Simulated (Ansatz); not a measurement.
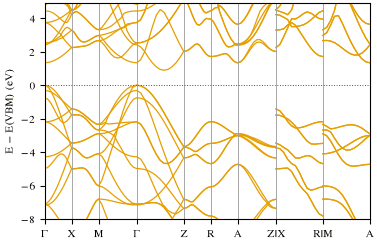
*Band structure from r²SCAN (plane waves, PAW; program Ansatz)*

### Question
Read off the gap and where the band edges lie.

### Answer
About 0.9 eV (0.89 eV by a search for the band edges); maximum at Γ, minimum on the Γ–Z line, 58 % of the way from Γ.

The material is BAs in space group P4_2/mnm (No. 136; B on 4g, As on 4f).

The start of the workflow was typed in or built on a structure type; neither database checked (COD, Materials Project) lists it. It is not the phase usual at ambient conditions (space group No. 216). The cell was relaxed with r²SCAN under the symmetry of its start; whether a distortion lowers the energy is not shown. Spin–orbit coupling is left out wherever it is not named.

Potentials: the later of the program's two PAW sets.
